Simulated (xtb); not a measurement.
## Run report: BBrF₂, geometry relaxation (part 2 of 2)

Continued. System: BBrF₂. Method: GFN2-xTB (xtb 6.7.1 later snapshot). The geometry comes from this level: GFN2-xTB.

Geometry of the input (Å):
```
F  -0.2185  -1.3520  -0.1087
B  -0.1080  -0.0534  -0.0160
F  -1.2026  0.6486  -0.1426
Br 1.5291  0.7569  0.2672
```

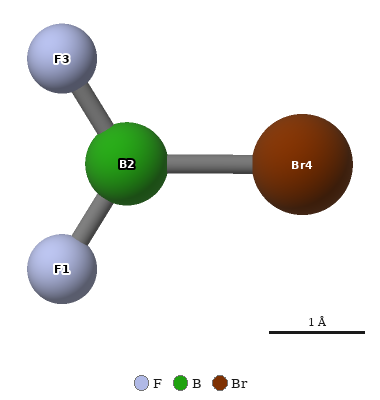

Figure 1. The geometry at step 2 of the log (ball-and-stick view, seen on its broad side; atoms are numbered from 1 in the order of the input).

Output, continued
```
........................................................................
.............................. CYCLE    5 ..............................
........................................................................

 iter      E             dE          RMSdq      gap      omega  full diag
   1    -14.9561280 -0.149561E+02  0.235E-03    5.13       0.0  T
   2    -14.9561280 -0.886988E-09  0.142E-03    5.12      35.3  T
   3    -14.9561280  0.781952E-10  0.517E-04    5.12      96.8  T
   4    -14.9561280 -0.357257E-09  0.357E-04    5.12     139.9  T
     SCC iter.                  ...        0 min,  0.001 sec
     gradient                   ...        0 min,  0.001 sec
 * total energy  :   -14.9104034 Eh     change       -0.3172887E-07 Eh
   gradient norm :     0.0000247 Eh/α   predicted    -0.2244670E-07 ( -29.25%)
   displ. norm   :     0.0001619 α      lambda        0.9209482E-09
   maximum displ.:     0.0001593 α      in ANC's #1, #5, #3, ...

   *** GEOMETRY OPTIMIZATION CONVERGED AFTER 5 ITERATIONS ***

------------------------------------------------------------------------
 total energy gain   :        -0.0000019 Eh       -0.0012 kcal/mol
 total RMSD          :         0.0031066 a0        0.0016 Å
 total power (kW/mol):        -0.0010000 (step)   -0.4267 (real)
------------------------------------------------------------------------

 ANCopt (total)                0 d,  0 h,  0 min,  0.012 sec
 optimizer setup                ...        0 min,  0.000 sec (  0.769%)
 model hessian                  ...        0 min,  0.000 sec (  0.377%)
 ANC generation                 ...        0 min,  0.000 sec (  0.412%)
 coordinate transformation      ...        0 min,  0.000 sec (  0.275%)
 single point calculation       ...        0 min,  0.011 sec ( 91.671%)
 optimization log               ...        0 min,  0.000 sec (  2.297%)
 hessian update                 ...        0 min,  0.000 sec (  0.174%)
 rational function              ...        0 min,  0.000 sec (  1.957%)

================
 final structure:
================
4
 xtb: 6.7.1
F           -0.21857539753036       -1.35200387471144       -0.10761669287316
B           -0.10753530886378       -0.05322287023957       -0.01879439157661
F           -1.20275519280660        0.64854121874791       -0.14156245745085
Br           1.52887589920074        0.75668552620310        0.26797354190063

 Bond Distances (Angstroems)
 ---------------------------
F1-B2=1.3065         B2-F1=1.3065         B2-F3=1.3065         B2-Br4=1.8483        F3-B2=1.3065         Br4-B2=1.8483
 F  B  Rav=1.3065 sigma=0.0000  Rmin=1.3065  Rmax=1.3065     2
 Br B  Rav=1.8483 sigma=0.0000  Rmin=1.8483  Rmax=1.8483     1

 selected bond angles (degree)
 --------------------
F3-B2-F1=117.15                Br4-B2-F1=121.43               Br4-B2-F3=121.43

 selected dihedral angles (degree)
 ---------------------------------

           -------------------------------------------------
          |                Final Singlepoint                |
           -------------------------------------------------

          ...................................................
          :                      SETUP                      :
          :.................................................:
          :  # basis functions                  22          :
          :  # atomic orbitals                  21          :
          :  # shells                            9          :
          :  # electrons                        24          :
          :  max. iterations                   250          :
          :  Hamiltonian                  GFN2-xTB          :
          :  restarted?                      false          :
          :  GBSA solvation                  false          :
          :  PC potential                    false          :
          :  electronic temp.          300.0000000     K    :
          :  accuracy                    1.0000000          :
          :  -> integral cutoff          0.2500000E+02      :
          :  -> integral neglect         0.1000000E-07      :
          :  -> SCF convergence          0.1000000E-05 Eh   :
          :  -> wf. convergence          0.1000000E-03 e    :
          :  Broyden damping             0.4000000          :
          :  net charge                          0          :
          :  unpaired electrons                  0          :
          ...................................................

 iter      E             dE          RMSdq      gap      omega  full diag
   1    -14.9561280 -0.149561E+02  0.210E-04    5.12       0.0  T
   2    -14.9561280 -0.857625E-11  0.172E-04    5.12     290.0  T
   3    -14.9561280 -0.143316E-10  0.623E-05    5.12     802.1  T

   *** convergence criteria satisfied after 3 iterations ***

         #    Occupation            Energy/Eh            Energy/eV
      -------------------------------------------------------------
         1        2.0000           -0.8828410             -24.0233
       ...           ...                  ...                  ...
         6        2.0000           -0.5990231             -16.3002
         7        2.0000           -0.5948529             -16.1868
         8        2.0000           -0.5641123             -15.3503
         9        2.0000           -0.5563936             -15.1402
        10        2.0000           -0.5179329             -14.0937
        11        2.0000           -0.4741635             -12.9026
        12        2.0000           -0.4640702             -12.6280 (HOMO)
        13                         -0.2757358              -7.5032 (LUMO)
        14                         -0.1260897              -3.4311
        15                         -0.0045072              -0.1226
        16                         -0.0032444              -0.0883
        17                         -0.0032151              -0.0875
       ...                                ...                  ...
        21                          0.8241595              22.4265
      -------------------------------------------------------------
                  HL-Gap            0.1883344 Eh            5.1248 eV
             Fermi-level           -0.3699030 Eh          -10.0656 eV

 SCC (total)                   0 d,  0 h,  0 min,  0.002 sec
 SCC setup                      ...        0 min,  0.000 sec (  2.825%)
 Dispersion                     ...        0 min,  0.000 sec (  0.605%)
 classical contributions        ...        0 min,  0.000 sec (  0.278%)
 integral evaluation            ...        0 min,  0.000 sec ( 25.594%)
 iterations                     ...        0 min,  0.000 sec ( 25.603%)
 molecular gradient             ...        0 min,  0.001 sec ( 41.195%)
 printout                       ...        0 min,  0.000 sec (  3.161%)

         :::::::::::::::::::::::::::::::::::::::::::::::::::::
         ::                     SUMMARY                     ::
         :::::::::::::::::::::::::::::::::::::::::::::::::::::
         :: total energy             -14.910403410218 Eh    ::
         :: gradient norm              0.000024383198 Eh/a0 ::
         :: HOMO-LUMO gap              5.124840457614 eV    ::
         ::.................................................::
         :: SCC energy               -14.956127915514 Eh    ::
         :: -> isotropic ES            0.062548894779 Eh    ::
         :: -> anisotropic ES         -0.002011250880 Eh    ::
         :: -> anisotropic XC         -0.022107811807 Eh    ::
         :: -> dispersion             -0.001673927461 Eh    ::
         :: repulsion energy           0.045724505296 Eh    ::
         :: add. restraining           0.000000000000 Eh    ::
         :: total charge               0.000000000000 e     ::
         :::::::::::::::::::::::::::::::::::::::::::::::::::::

           -------------------------------------------------
          |                Property Printout                |
           -------------------------------------------------

    * Orbital Energies and Occupations

         #    Occupation            Energy/Eh            Energy/eV
      -------------------------------------------------------------
         1        2.0000           -0.8828410             -24.0233
         2        2.0000           -0.8773537             -23.8740
         3        2.0000           -0.8716914             -23.7199
         4        2.0000           -0.6217694             -16.9192
         5        2.0000           -0.6039592             -16.4346
         6        2.0000           -0.5990231             -16.3002
         7        2.0000           -0.5948529             -16.1868
         8        2.0000           -0.5641123             -15.3503
         9        2.0000           -0.5563936             -15.1402
        10        2.0000           -0.5179329             -14.0937
        11        2.0000           -0.4741635             -12.9026
        12        2.0000           -0.4640702             -12.6280 (HOMO)
        13                         -0.2757358              -7.5032 (LUMO)
        14                         -0.1260897              -3.4311
        15                         -0.0045072              -0.1226
        16                         -0.0032444              -0.0883
        17                         -0.0032151              -0.0875
        18                          0.0544013               1.4803
        19                          0.3815242              10.3818
        20                          0.5483074              14.9202
        21                          0.8241595              22.4265
      -------------------------------------------------------------
                  HL-Gap            0.1883344 Eh            5.1248 eV
             Fermi-level           -0.3699030 Eh          -10.0656 eV

     #   Z          covCN         q      C6AA      α(0)
     1   9          0.756    -0.241    11.671     4.035
     2   5          2.294     0.593    21.519     9.140
     3   9          0.756    -0.241    11.671     4.035
     4  35          0.918    -0.111   187.984    22.106

 Mol. C6AA /au·bohr⁶  :        618.879585
 Mol. C8AA /au·bohr⁸  :      27260.422358
 Mol. α(0) /au        :         39.316245

Wiberg/Mayer (AO) data.
largest (>0.10) Wiberg bond orders for each atom

 ---------------------------------------------------------------------------
     #   Z sym  total        # sym  WBO       # sym  WBO       # sym  WBO
 ---------------------------------------------------------------------------
     1   9      1.199 --     2      1.102
     2   5      3.323 --     4      1.119     1      1.102     3      1.102
     3   9      1.199 --     2      1.102
     4  35      1.204 --     2      1.119
 ---------------------------------------------------------------------------

Topologies differ in total number of bonds
Writing topology from bond orders to xtbtopo.mol

molecular dipole:
                 x           y           z       tot (Debye)
 q only:        0.208       0.103       0.036
   full:       -0.877      -0.434      -0.154       2.518
molecular quadrupole (traceless):
                xx          xy          yy          xz          yz          zz
 q only:       -1.080      -0.041      -1.036      -0.486      -0.186       2.115
  q+dip:       -6.941      -4.613       0.066      -2.358      -1.083       6.875
   full:       -6.842      -4.155      -0.540      -2.394      -1.078       7.382

           -------------------------------------------------
          |                Geometry Summary                 |
           -------------------------------------------------

      molecular mass/u    :      128.7113622
   center of mass at/Å    :        0.7302930       0.3614427       0.1279983
  moments of inertia/u·Å² :        0.4722950E+02   0.1753310E+03   0.2225605E+03
rotational constants/cm⁻¹ :        0.3569302E+00   0.9614747E-01   0.7574404E-01

 * 3 selected distances

     #   Z          #   Z                                           value/Å
     1   9          2   5                                         1.3065419 (min)
     2   5          3   9                                         1.3065419
     2   5          4  35                                         1.8482505 (max)

 * 2 distinct bonds (by element types)

   Z      Z             #   av. dist./Å        max./Å        min./Å
   5 B    9 F           2     1.3065419     1.3065419     1.3065419
   5 B   35 Br          1     1.8482505     1.8482505     1.8482505

optimized geometry written to: xtbopt.xyz

           -------------------------------------------------
          | TOTAL ENERGY              -14.910403410218 Eh   |
          | GRADIENT NORM               0.000024383198 Eh/α |
          | HOMO-LUMO GAP               5.124840457614 eV   |
           -------------------------------------------------

------------------------------------------------------------------------
------------------------------------------------------------------------
 total:
 *  cpu-time:     0 d,  0 h,  0 min,  0.028 sec
 * ratio c/w:     0.999 speedup
 SCF:
 *  cpu-time:     0 d,  0 h,  0 min,  0.004 sec
 * ratio c/w:     1.000 speedup
 ANC optimizer:
 *  cpu-time:     0 d,  0 h,  0 min,  0.014 sec
 * ratio c/w:     0.999 speedup
```

File xtbopt.xyz
```
4
 energy: -14.910403410218 gnorm: 0.000024383198 xtb: 6.7.1
F           -0.21857539753036       -1.35200387471144       -0.10761669287316
B           -0.10753530886378       -0.05322287023957       -0.01879439157661
F           -1.20275519280660        0.64854121874791       -0.14156245745085
Br           1.52887589920074        0.75668552620310        0.26797354190063
```

Standard error
```
normal termination of xtb
```

Trajectory as extended XYZ (Å, eV, eV/Å), 5 frames, from step=0 to step=4
```
4
Properties=species:S:1:pos:R:3 step=0 energy=-405.73269
F    -0.2185   -1.3520   -0.1087
B    -0.1080   -0.0534   -0.0160
F    -1.2026    0.6486   -0.1426
Br    1.5291    0.7569    0.2672
4
Properties=species:S:1:pos:R:3 step=1 energy=-405.72390
F    -0.2207   -1.3529   -0.0940
B    -0.1019   -0.0511   -0.0562
F    -1.2049    0.6478   -0.1279
Br    1.5276    0.7562    0.2781
4
Properties=species:S:1:pos:R:3 step=2 energy=-405.73176
F    -0.2193   -1.3523   -0.1030
B    -0.1057   -0.0525   -0.0314
F    -1.2034    0.6483   -0.1370
Br    1.5284    0.7565    0.2714
4
Properties=species:S:1:pos:R:3 step=3 energy=-405.73275
F    -0.2186   -1.3521   -0.1076
B    -0.1075   -0.0532   -0.0190
F    -1.2029    0.6486   -0.1415
Br    1.5290    0.7567    0.2680
4
Properties=species:S:1:pos:R:3 step=4 energy=-405.73275
F    -0.2186   -1.3520   -0.1076
B    -0.1075   -0.0532   -0.0188
F    -1.2028    0.6485   -0.1416
Br    1.5289    0.7567    0.2680
```

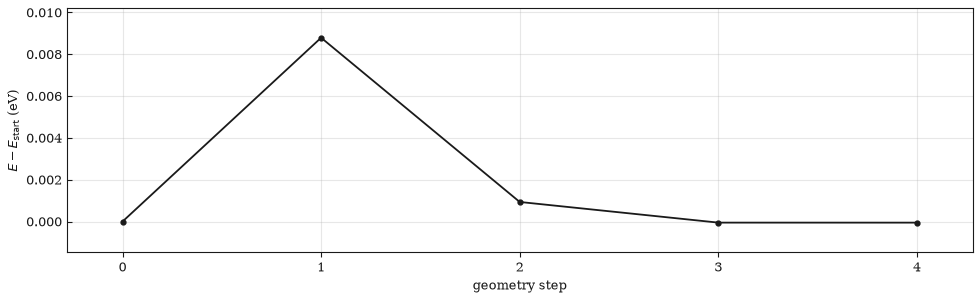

Figure 2. Progress of the relaxation, step by step (steps are counted from 0). After 4 geometry steps the energy has fallen by next to nothing (0.0 eV). No atom moves by more than 0.005 Å after the best rigid fit.

Results in brief

- outcome: converged
- electrons treated: 24
- total energy: −14.910403 hartree
- dispersion energy: −0.001674 hartree
- basis functions: 22
- HOMO: −12.63 eV
- LUMO: −7.50 eV
- dipole moment: 2.52 D
- hardware: 1 thread of Arm Neoverse N1, 24 GiB of memory available, shared host
- peak memory: 0.077 GiB
